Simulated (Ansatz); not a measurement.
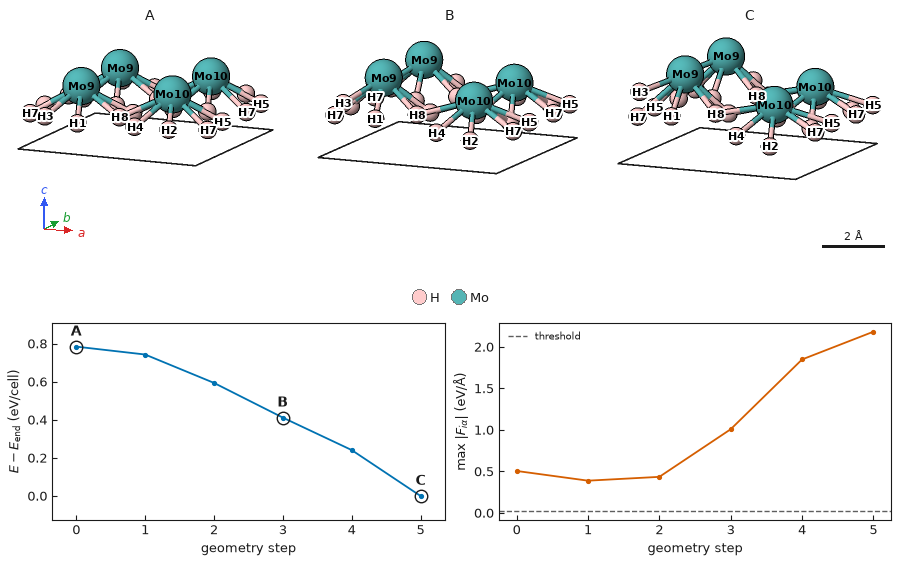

Frames of a relaxation of a free-standing layer of MoH4 (a generated structure, set up in P1) (coarse preliminary run), marked on the history of the run. The picture is a ball-and-stick view of the 1 × 2 repeat of the cell, outlined in the plane, without the vacuum, seen slightly off an axis.

Method: DFT PBE, scalar-relativistic, plane waves, PAW (Ansatz). (plane-wave cutoff 420 eV; k-point mesh 4 × 8 × 1; occupations gaussian; smearing width 0.2 eV; collinear spin; cell and atoms relaxed; force threshold 0.025 eV/Å; at most 60 steps)

Q: What happens along the run?

A: The run was cut off at its time limit before the relaxation converged, so the last structure is only a point on the way. After 5 geometry steps the energy has fallen by 0.784 eV per cell of the calculation. Largest force component: 0.51 eV/Å at the start, 2.2 eV/Å at the end. An H atom moves most relative to the cell and the layer's centre: 0.81 Å at 13° to the normal (+c side). Largest moves by element: H 0.81 Å, Mo 0.40 Å. In the plane the drawn cell goes a 6.377 → 6.306 Å (−1.1 %), b 6.279 → 6.344 Å (+1.0 %). Among the contacts that change: H–Mo 1.921 → 2.104 Å, H–Mo 1.930 → 2.086 Å, H–Mo 1.852 → 1.964 Å, H–Mo 1.786 → 1.873 Å. Among the angles between lasting bonds that change: Mo–H–Mo 115.3° → 106.4°, Mo–H–Mo 110.3° → 113.9°, Mo–H–Mo 112.7° → 110.1°. Cost: 4.7 min on 1 thread of Intel(R) Xeon(R) 6975P-C (Granite Rapids) (shared host), peak memory 0.92 GiB. From step 0 to 3: an H atom moves most (0.43 Å), energy −0.373 eV per cell of the calculation. From step 3 to 5: an H atom moves most (0.39 Å), energy −0.411 eV per cell of the calculation.
